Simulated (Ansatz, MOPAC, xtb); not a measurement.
# How methods differ on SnH2F2 (SMILES [F][SnH2][F])

SnH2F2, singlet, SMILES `[F][SnH2][F]`. Each level relaxes the structure for itself.

Quantity: the highest harmonic wavenumber at each level's own minimum, in cm⁻¹. The values are calculated.

```json
{"level": "AM1", "kind": "semi-empirical", "program": "MOPAC", "value (cm⁻¹)": "1879"}
{"level": "MNDO", "kind": "semi-empirical", "program": "MOPAC", "value (cm⁻¹)": "2066"}
{"level": "GFN2-xTB", "kind": "semi-empirical", "program": "xtb", "value (cm⁻¹)": "1719"}
{"level": "GFN1-xTB", "kind": "semi-empirical", "program": "xtb", "value (cm⁻¹)": "2044"}
{"level": "HF/STO-3G", "kind": "Hartree–Fock", "program": "Ansatz", "value (cm⁻¹)": "2309"}
{"level": "HF/3-21G", "kind": "Hartree–Fock", "program": "Ansatz", "value (cm⁻¹)": "2110"}
{"level": "PBE/def2-SVP (core potential)", "kind": "GGA", "program": "Ansatz", "value (cm⁻¹)": "1908"}
{"level": "PBE-D3(BJ)/def2-TZVP (core potential)", "kind": "GGA", "program": "Ansatz", "value (cm⁻¹)": "1934"}
{"level": "PBE0-D4/def2-TZVP (core potential)", "kind": "global hybrid", "program": "Ansatz", "value (cm⁻¹)": "2018"}
{"level": "B3LYP-D4/def2-TZVP (core potential)", "kind": "global hybrid", "program": "Ansatz", "value (cm⁻¹)": "1994"}
```

All-electron rows without a relativistic Hamiltonian named are non-relativistic, while core potentials hold scalar relativity, so basis and relativity change together. Harmonic and unscaled. The values span 1719 to 2309 cm⁻¹.

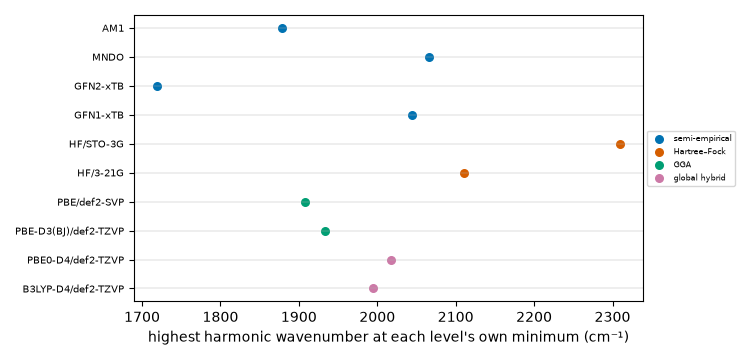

The values of the table, level by level.
